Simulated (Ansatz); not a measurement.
# The false plateau in GW convergence: WS2 (Tungstenite)

Can the band sum of G0W0 be converged at a fixed screening cutoff? A test on WS2 (Tungstenite).

Main program and level: Ansatz 0.2.0; G0W0 on PBE, plane waves, PAW; PAW set soft_1.

## 1. Set-up

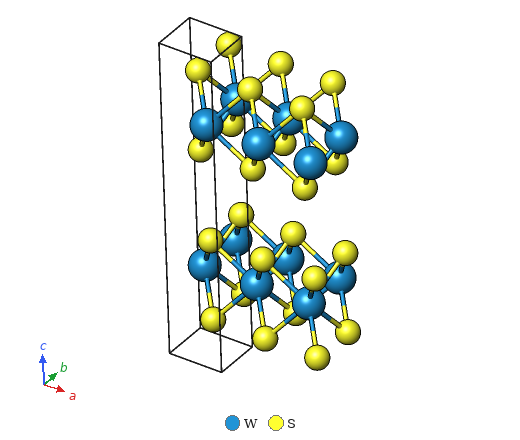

Start, viewed slightly off an axis; tungsten blue, sulfur yellow. 3×2×1 cells are drawn.

The cell and positions come from the Crystallography Open Database and are kept as given unless a step says otherwise. Spin-orbit coupling is left out unless a step names it.

## 2. 85 empty bands, screening to 50 eV

Now the one-shot GW correction: screening in the RPA, then the self-energy of the levels asked for. This step takes PAW set soft_1 files.

The input, input.yaml:

```yaml
crystal:
  lattice:
    - [3.1532, 0.0, 0.0]
    - [-1.5766, 2.7307513032, 0.0]
    - [0.0, 0.0, 12.323]
  atoms:
    - { symbol: W, position: [0.3333333333, 0.6666666667, 0.25] }
    - { symbol: W, position: [0.6666666667, 0.3333333333, 0.75] }
    - { symbol: S, position: [0.3333333333, 0.6666666667, 0.6225] }
    - { symbol: S, position: [0.6666666667, 0.3333333333, 0.1225] }
    - { symbol: S, position: [0.3333333333, 0.6666666667, 0.8775] }
    - { symbol: S, position: [0.6666666667, 0.3333333333, 0.3775] }
kpoints:
  mp_grid: { grid: [6, 6, 2] }
hamiltonian:
  xc: pbe
  pseudopotentials: { kind: paw, azcp: { folder: soft_1 } }
scf:
  occupations: { method: fixed }
gw:
  n_empty_bands: 85
  ecut_chi: 50
  qp_bands: [v2, c2]
  qp_kpoints: band_edges
  screening: { model: contour_deformation }
```

Command:

```bash
$ ansatz run input.yaml --threads 3 --pin off --max-ram 92160MiB --backend cuda --events-out ev --progress --plain --runs-dir out --devices 1 --max-vram 13GiB
```

Numbers of over 12 decimals in the logs are rounded to 6 here.

Log:

```text
GPUs: using 1 of 1 available (devices: 1).
Engine: ansatz 0.2.0, x86_64-unknown-linux-gnu
Pseudopotentials: kind: paw
Pseudopotential: W, paw, valence charge 14, recommended cutoff 420 eV (normal), soft_1/W.paw.azcp
Pseudopotential: S, paw, valence charge 6, recommended cutoff 420 eV (normal), soft_1/S.paw.azcp
Functional definition: PBE
  parameter kappa = 0.804
  parameter beta = 0.066725
  exchange = pbe_x(kappa = kappa, mu = beta*pi^2/3)
  correlation = pbe_c(beta = beta)
device memory: the entry about to start is reckoned to put 1.1 GiB on a device that reports 43.6 GiB free (of which the cap on the GPU budget leaves the run 13.0 GiB)
GPU FFT provider: cuFFT
GPU libraries: cuBLAS 13.8.2, cuFFT 12.4.0, cuSOLVER 12.3.4
Crystal: 6 atoms, lattice volume = 106.108 Å³
Basis set: ecut = 420 eV, 2057 PW (Γ)
Bands: 32, of which v1, the nominal top of the filled ones, is band 26 counted from 1 (25 counted from 0)
Symmetry: 24 space group operations
Space group: P63/mmc (ITA 194), of the structure as read, at distance tolerance 4.7e-5 Å
k-points: 14 of 72
Non-local potential: W, projectors of the file, l = 0: 3, l = 1: 2, l = 2: 2, l = 3: 1
Non-local potential: S, projectors of the file, l = 0: 2, l = 1: 2, l = 2: 1
PAW form: soft (Blöchl's): semilocal exchange-correlation on the pseudo side does not see the compensation charge
PAW one-centre angular grid: W, 590 points (default); XC on 64 Gauss nodes
PAW one-centre angular grid: S, 110 points (default); XC on 64 Gauss nodes
Initial density: superposition of atomic densities (chi_scale 0.1, normalization cell, long waves kept (reshape's long-wave potential 0.03 eV rms))
Initial wavefunctions: pseudopotential atomic-orbital guess
GPU buffer pool allocated for 51840 grid points (all kernels)
GPU transforms: local potential and band sums: pruned to the plane-wave sphere, on 24×24×90
Functional: x = pbe(κ = 0.804, μ = 0.219515), c = pbe(β = 0.066725)
SCF iter   1: F=—  HF=-24385.756816 eV  |F-HF|=—  |Δ(HF+E_count)|=         —  Δρ=4.11e-2  dr2=2.89e0  ethr=3.10e-3  ⟨swp⟩=4.8  Hψ=2062  notcnv=0  defer=30
preconditioner: auto → Resta (q_TF=auto, 2.423 Å⁻¹)  ε∞=7.3  [insulator: Δε(μ)=0.943 eV  Ē_g=8.599 eV  n_scr=26 (ndim 8)  ℏωp=21.6 eV  f_vac=0.001  ε∞_Penn≈7.3]
SCF iter   2: F=—  HF=-24385.169505 eV  |F-HF|=—  |Δ(HF+E_count)|=   5.87e-1  Δρ=2.35e-2  dr2=9.62e-1  ethr=3.10e-3  ⟨swp⟩=2.6  Hψ=711  notcnv=0  defer=46
SCF iter   3: F=—  HF=-24384.931562 eV  |F-HF|=—  |Δ(HF+E_count)|=   2.38e-1  Δρ=4.29e-3  dr2=2.07e-2  ethr=1.85e-3  ⟨swp⟩=2.4  Hψ=714  notcnv=0  defer=45
SCF iter   4: F=—  HF=-24384.934695 eV  |F-HF|=—  |Δ(HF+E_count)|=   3.13e-3  Δρ=1.79e-3  dr2=1.06e-2  ethr=3.99e-5  ⟨swp⟩=2.4  Hψ=861  notcnv=0  defer=54
SCF iter   5: F=—  HF=-24384.933549 eV  |F-HF|=—  |Δ(HF+E_count)|=   1.15e-3  Δρ=7.64e-4  dr2=6.07e-4  ethr=2.05e-5  ⟨swp⟩=2.4  Hψ=614  notcnv=0  defer=54
SCF iter   6: F=—  HF=-24384.933941 eV  |F-HF|=—  |Δ(HF+E_count)|=   3.91e-4  Δρ=2.82e-4  dr2=9.91e-5  ethr=1.17e-6  ⟨swp⟩=2.4  Hψ=854  notcnv=0  defer=54
SCF iter   7: F=—  HF=-24384.934049 eV  |F-HF|=—  |Δ(HF+E_count)|=   1.08e-4  Δρ=6.66e-5  dr2=5.95e-6  ethr=1.91e-7  ⟨swp⟩=2.1  Hψ=682  notcnv=0  defer=37
SCF iter   8: F=—  HF=-24384.934063 eV  |F-HF|=—  |Δ(HF+E_count)|=   1.49e-5  Δρ=1.17e-5  dr2=2.56e-7  ethr=1.14e-8  ⟨swp⟩=2.6  Hψ=720  notcnv=0  defer=42
SCF iter   9: F=-24384.934064 eV  HF=-24384.934064 eV  |F-HF|=3.75e-9  |Δ(HF+E_count)|=   4.10e-7  Δρ=1.85e-6  dr2=3.11e-9  ethr=1.92e-10  ⟨swp⟩=7.4  Hψ=1825  notcnv=0
SCF 1 converged in 9 iterations: F = -24384.934064 eV  dr2 = 3.11e-9
[...]
device memory: the entry about to start is reckoned to put 1.2 GiB (of the 1.3 GiB reckoned in all, the device holds 0.1 GiB already) on a device that reports 44.5 GiB free (of which the cap on the GPU budget leaves the run 12.9 GiB)
NSCF: frozen V_eff on 14 k-points, pencils in batches of 32, up to order 128
[...]
device memory: the entry about to start is reckoned to put 3.8 GiB on a device that reports 44.5 GiB free (of which the cap on the GPU budget leaves the run 13.0 GiB)
NSCF: frozen V_eff on 14 k-points
G₀W₀ screening: q 1/14
[... further progress lines ...]
SCF converged after 9 iterations
Free energy (F): -24384.934064 eV
Harris-Foulkes:  -24384.934064 eV  (|F-HF|=3.75e-9)
Internal energy: -24384.934064 eV  (E = F + TS)
E sigma→0 (E₀):  -24384.934064 eV
Fermi energy:    11.718389 eV
--- Per-component energies (eV) ---
  E_band       = -373.047932
  E_kinetic    = 1270.713731
  E_local      = -3399.924290  (includes V_loc(G=0)·N_el)
  E_nonlocal   = 87.793891
  E_hartree    = 1413.582750
  E_xc         = -892.815275
  E_vxc        = -796.131741  (∫ρ·V_xc dr)
  E_paw        = -19589.520236  (= ΣΔE_a)
  E_vpaw       = -362.666196  (= ΣTr[D̂ρ^β])
  E_aug_tail   = 0.000308  (compensation charges beyond the density's cutoff)
  E_ewald      = -3274.764942
  E_smearing   = -0.000000  (= −TS)
  E_closure    = 0.000000  (closes the sum)
  Σ components = -24384.934064   (vs F -24384.934064, Δ=0.00e0)
--- Band table (eV; the first three rows and the last of 14) ---
  k-point 0: bands = [... 22 lower, 9.5279, 10.2043, 10.4927, 11.7184, 14.0298, 14.0298, 14.0403, 14.0403, ... 2 higher]
  k-point 1: bands = [... 22 lower, 9.5011, 9.5011, 11.4003, 11.4003, 14.0224, 14.0224, 14.0224, 14.0224, ... 2 higher]
  k-point 2: bands = [... 22 lower, 9.3944, 10.2555, 10.4571, 10.8777, 13.2886, 13.7264, 13.8864, 13.9626, ... 2 higher]
  k-point 13: bands = [... 22 lower, 8.6085, 8.6085, 11.0667, 11.0667, 13.0204, 13.0204, 14.3033, 14.3033, ... 2 higher]
--- G₀W₀: contour deformation, 7 samples at zero and on the imaginary axis and 1 off it, 72 q-points, 85 empty bands' worth ---
  eigenvalues of the whole cell's RPA ε∞ on this k-mesh (on a slab, of 1 + 4πα/V) = 5.9568, 14.4328, 14.4328; static W/v taken at q = 0 is 0.072035
  bands read: the sum over 111 bands ends inside a degenerate multiplet in 8 slots, whose members it reads at an even weight; the widest, k=1: bands 111 to 114 (counted from 1) at 1/4 each
  gw.qp_kpoints: band_edges: 10 of 14 stored k-points solved, in 1 pass; an edge of the gap read off the rows below is read off those points alone
    valence top: of the k-points left out ik 6 came nearest to being solved in a further pass, in band 26 (counted from 1, as in the quasiparticle table): it holds the edge there only if its correction is more favourable than any solved in that band by at least 1.527 eV; those differ by 0.122 eV
    conduction bottom: of the k-points left out ik 4 came nearest to being solved in a further pass, in band 27 (counted from 1, as in the quasiparticle table): it holds the edge there only if its correction is more favourable than any solved in that band by at least 0.686 eV; those differ by 0.229 eV
    ik  band        ε_KS         Σx   Σc(E_QP)       V_xc       Z   E_QP_lin       E_QP  E_QP is
     0    25     10.4927   -18.2675     1.5125   -16.9783  0.7598    10.7153    10.7160  root
     0    26     11.7184   -19.4892     1.0875   -18.8031  0.7674    12.1185    12.1198  root
     0    27     14.0298   -13.7537    -3.7351   -18.4034  0.7668    14.9608    14.9444  root
     0    28     14.0298   -13.7537    -3.7351   -18.4034  0.7668    14.9608    14.9444  root
     1    25     11.4003   -19.1962     1.3344   -18.2030  0.7671    11.7403    11.7415  root
     1    26     11.4003   -19.1962     1.3344   -18.2030  0.7671    11.7403    11.7415  root
     1    27     14.0224   -13.7102    -3.7115   -18.3276  0.7662    14.9445    14.9282  root
     1    28     14.0224   -13.7102    -3.7115   -18.3276  0.7662    14.9445    14.9282  root
     2    25     10.4571   -18.8559     1.6144   -17.5037  0.7596    10.7184    10.7194  root
     2    26     10.8777   -19.1754     1.4624   -18.0399  0.7639    11.2034    11.2046  root
     2    27     13.2886   -13.3039    -3.4210   -17.4779  0.7696    14.0510    14.0416  root
     2    28     13.7264   -14.0705    -3.4560   -18.3639  0.7606    14.5778    14.5637  root
     3    25     10.8124   -19.2126     1.5782   -17.9429  0.7634    11.1197    11.1209  root
     3    26     10.8124   -19.2126     1.5782   -17.9429  0.7634    11.1197    11.1209  root
[...]
12    28     13.0202   -15.7335    -3.3017   -19.9058  0.7685    13.9029    13.8908  root
    13    25     11.0667   -18.8498     1.1131   -18.0754  0.7682    11.4043    11.4054  root
    13    26     11.0667   -18.8498     1.1131   -18.0754  0.7682    11.4043    11.4054  root
    13    27     13.0204   -15.7393    -3.3017   -19.9116  0.7685    13.9032    13.8911  root
    13    28     13.0204   -15.7393    -3.3017   -19.9116  0.7685    13.9032    13.8911  root
```

It took 17 s on 1 × NVIDIA H100 80GB HBM3 (shared by 6 runs) with 3 threads of AMD EPYC 7R13 (Zen 3), shared host; peak memory 1.1 GiB.

In the SCF lines HF is the Harris–Foulkes energy and dr2 the Hartree energy of the density residual, in eV; the loop may stop once dr2 is under the threshold and the program's other checks hold. Hψ counts applications of the Hamiltonian.

This step gave:

```yaml
bands_summed: 111
rpa_eps_infinity_on_this_mesh_eigenvalues: 5.957, 14.43, 14.43
plane_waves_in_the_screening_matrix: 81
q_points_in_the_mesh: 72
g0w0_gap_on_the_mesh: 1.262 eV
k_of_the_valence_top: 0, 0, 0
k_of_the_conduction_bottom: 0.1667, 0.1667, 0
starting_gap_on_the_mesh: 0.9782 eV
z_at_the_valence_top: 0.7674
z_at_the_conduction_bottom: 0.7765
least_direct_g0w0_gap_on_the_computed_points: 2.337 eV
```

The gap on the mesh goes from 0.98 eV to 1.26 eV, a correction of +0.28 eV. Between the two edge states, bare exchange in place of the xc potential would open the gap by 4.62 eV, and correlation takes back 4.34 eV.

## 3. 442 empty bands, screening to 50 eV

Changes to input.yaml since step 2:

```diff
@@ -20,3 +20,3 @@
 gw:
-  n_empty_bands: 85
+  n_empty_bands: 442
   ecut_chi: 50
```

Log:

```text
GPUs: using 1 of 1 available (devices: 1).
[...]
GPU FFT provider: cuFFT
GPU libraries: cuBLAS 13.8.2, cuFFT 12.4.0, cuSOLVER 12.3.4
Crystal: 6 atoms, lattice volume = 106.108 Å³
Basis set: ecut = 420 eV, 2057 PW (Γ)
Bands: 32, of which v1, the nominal top of the filled ones, is band 26 counted from 1 (25 counted from 0)
Symmetry: 24 space group operations
[...]
k-points: 14 of 72
[...]
1    28     14.0224   -13.7102    -4.0687   -18.3276  0.7647    14.5763    14.5710  root
[...]
13    25     11.0667   -18.8498     0.7408   -18.0754  0.7669    11.0331    11.0331  root
    13    26     11.0667   -18.8498     0.7408   -18.0754  0.7669    11.0331    11.0331  root
    13    27     13.0204   -15.7393    -3.7339   -19.9116  0.7669    13.4615    13.4589  root
    13    28     13.0204   -15.7393    -3.7339   -19.9116  0.7669    13.4615    13.4589  root
[key lines of the parts left out:]
SCF converged after 9 iterations
Free energy (F): -24384.934064 eV
Fermi energy:    11.718389 eV
```

It took 29 s on 1 × NVIDIA H100 80GB HBM3 (shared by 6 runs) with 3 threads; peak memory 1.4 GiB.

This step gave:

| Property | Result |
| --- | --- |
| bands summed | 468 |
| RPA ε∞ on this mesh (eigenvalues) | 5.965, 14.46, 14.46 |
| plane waves in the screening matrix | 81 |
| G0W0 gap on the mesh | 1.256 eV |
| k of the valence top | 0, 0, 0 |
| k of the conduction bottom | 0.1667, 0.1667, 0 |
| starting gap on the mesh | 0.9782 eV |
| least direct G0W0 gap on the computed points | 2.282 eV |

Against the run with 6×6×2 mesh, 85 empty bands, screening to 50 eV, PAW set soft_1 files, the gap moves by −0.006 eV.

## 4. 240 empty bands, screening to 100 eV

Another rung: the empty bands reach about as high as the screening cutoff, so the two stay in balance.

Changes to input.yaml since step 3:

```diff
@@ -20,4 +20,4 @@
 gw:
-  n_empty_bands: 442
-  ecut_chi: 50
+  n_empty_bands: 240
+  ecut_chi: 100
   qp_bands: [v2, c2]
```

Log:

```text
GPUs: using 1 of 1 available (devices: 1).
[...]
GPU FFT provider: cuFFT
GPU libraries: cuBLAS 13.8.2, cuFFT 12.4.0, cuSOLVER 12.3.4
Crystal: 6 atoms, lattice volume = 106.108 Å³
Basis set: ecut = 420 eV, 2057 PW (Γ)
Bands: 32, of which v1, the nominal top of the filled ones, is band 26 counted from 1 (25 counted from 0)
Symmetry: 24 space group operations
[...]
k-points: 14 of 72
[...]
1    28     14.0224   -13.7102    -4.1552   -18.3276  0.7584    14.4882    14.4845  root
[...]
13    25     11.0667   -18.8498     0.6805   -18.0754  0.7612    10.9727    10.9729  root
    13    26     11.0667   -18.8498     0.6805   -18.0754  0.7612    10.9727    10.9729  root
    13    27     13.0204   -15.7393    -3.7667   -19.9116  0.7599    13.4284    13.4261  root
    13    28     13.0204   -15.7393    -3.7667   -19.9116  0.7599    13.4284    13.4261  root
[key lines of the parts left out:]
SCF converged after 9 iterations
Free energy (F): -24384.934064 eV
Fermi energy:    11.718389 eV
```

Elapsed: 16 s, on 1 × NVIDIA H100 80GB HBM3 (shared by 6 runs) with 3 threads; peak memory 1.3 GiB; 19 s of CPU time.

The G0W0 gap on the mesh is 1.333 eV.

## 5. 1251 empty bands, screening to 100 eV

Changes to input.yaml since step 4:

```diff
@@ -20,3 +20,3 @@
 gw:
-  n_empty_bands: 240
+  n_empty_bands: 1251
   ecut_chi: 100
```

Log:

```text
GPUs: using 1 of 1 available (devices: 1).
[...]
GPU FFT provider: cuFFT
GPU libraries: cuBLAS 13.8.2, cuFFT 12.4.0, cuSOLVER 12.3.4
Crystal: 6 atoms, lattice volume = 106.108 Å³
Basis set: ecut = 420 eV, 2057 PW (Γ)
Bands: 32, of which v1, the nominal top of the filled ones, is band 26 counted from 1 (25 counted from 0)
Symmetry: 24 space group operations
[...]
k-points: 14 of 72
[...]
1    28     14.0224   -13.7102    -4.3369   -18.3276  0.7580    14.3042    14.3029  root
[...]
13    25     11.0667   -18.8498     0.5023   -18.0754  0.7608    10.7938    10.7946  root
    13    26     11.0667   -18.8498     0.5023   -18.0754  0.7608    10.7938    10.7946  root
    13    27     13.0204   -15.7393    -3.9795   -19.9116  0.7594    13.2138    13.2134  root
    13    28     13.0204   -15.7393    -3.9795   -19.9116  0.7594    13.2138    13.2134  root
[key lines of the parts left out:]
SCF converged after 9 iterations
Free energy (F): -24384.934064 eV
Fermi energy:    11.718389 eV
```

It took 2.4 min on 1 × NVIDIA H100 80GB HBM3 (shared by 6 runs) with 3 threads; peak memory 2.8 GiB; 4.1 min of CPU time.

The G0W0 gap on the mesh is 1.342 eV.

## 6. 85 empty bands, screening to 150 eV

Changes to input.yaml since step 5:

```diff
@@ -20,4 +20,4 @@
 gw:
-  n_empty_bands: 1251
-  ecut_chi: 100
+  n_empty_bands: 85
+  ecut_chi: 150
   qp_bands: [v2, c2]
```

Log:

```text
GPUs: using 1 of 1 available (devices: 1).
[...]
GPU FFT provider: cuFFT
GPU libraries: cuBLAS 13.8.2, cuFFT 12.4.0, cuSOLVER 12.3.4
Crystal: 6 atoms, lattice volume = 106.108 Å³
Basis set: ecut = 420 eV, 2057 PW (Γ)
Bands: 32, of which v1, the nominal top of the filled ones, is band 26 counted from 1 (25 counted from 0)
Symmetry: 24 space group operations
[...]
k-points: 14 of 72
[...]
1    28     14.0224   -13.7102    -3.7211   -18.3276  0.7598    14.9346    14.9186  root
[...]
13    25     11.0667   -18.8498     1.1029   -18.0754  0.7617    11.3942    11.3952  root
    13    26     11.0667   -18.8498     1.1029   -18.0754  0.7617    11.3942    11.3952  root
    13    27     13.0204   -15.7393    -3.2776   -19.9116  0.7597    13.9287    13.9151  root
    13    28     13.0204   -15.7393    -3.2776   -19.9116  0.7597    13.9287    13.9151  root
[key lines of the parts left out:]
SCF converged after 9 iterations
Free energy (F): -24384.934064 eV
Fermi energy:    11.718389 eV
```

Run time: 14 s. Hardware: 1 × NVIDIA H100 80GB HBM3 (shared by 6 runs) with 3 threads; peak memory 1.5 GiB; 18 s of CPU time.

The G0W0 gap on the mesh is 1.337 eV.

## 7. 442 empty bands, screening to 150 eV

Changes to input.yaml since step 6:

```diff
@@ -20,3 +20,3 @@
 gw:
-  n_empty_bands: 85
+  n_empty_bands: 442
   ecut_chi: 150
```

Log:

```text
GPUs: using 1 of 1 available (devices: 1).
[...]
GPU FFT provider: cuFFT
GPU libraries: cuBLAS 13.8.2, cuFFT 12.4.0, cuSOLVER 12.3.4
Crystal: 6 atoms, lattice volume = 106.108 Å³
Basis set: ecut = 420 eV, 2057 PW (Γ)
Bands: 32, of which v1, the nominal top of the filled ones, is band 26 counted from 1 (25 counted from 0)
Symmetry: 24 space group operations
[...]
k-points: 14 of 72
[...]
1    28     14.0224   -13.7102    -4.3465   -18.3276  0.7568    14.2944    14.2933  root
[...]
13    25     11.0667   -18.8498     0.4993   -18.0754  0.7592    10.7907    10.7916  root
    13    26     11.0667   -18.8498     0.4993   -18.0754  0.7592    10.7907    10.7916  root
    13    27     13.0204   -15.7393    -3.9522   -19.9116  0.7571    13.2412    13.2406  root
    13    28     13.0204   -15.7393    -3.9522   -19.9116  0.7571    13.2412    13.2406  root
[key lines of the parts left out:]
SCF converged after 9 iterations
Free energy (F): -24384.934064 eV
Fermi energy:    11.718389 eV
```

Elapsed: 35 s, on 1 × NVIDIA H100 80GB HBM3 (shared by 6 runs) with 3 threads; peak memory 1.7 GiB.

The G0W0 gap on the mesh is 1.370 eV.

[end of part 1 of 2]

[Paths, hosts, dates, memory and timing lines, banners, echoed tables and standing remarks are left out of the program output.]

[Logs are printed without paths, hosts, clocks, repeated set-up lines and the standing remarks that a program may print on its own settings, such as how far it seeks lower states.]

[Runs of the session that timed out or met a known fault of the program may be left out.]

[Cells called generated may have been cut or substituted from an entry of the Crystallography Open Database or the Materials Project.]

[Hosts, paths, dates, database ids (printed as entryN), source tags and the programs' standing remarks are cut or masked in the printed files.]
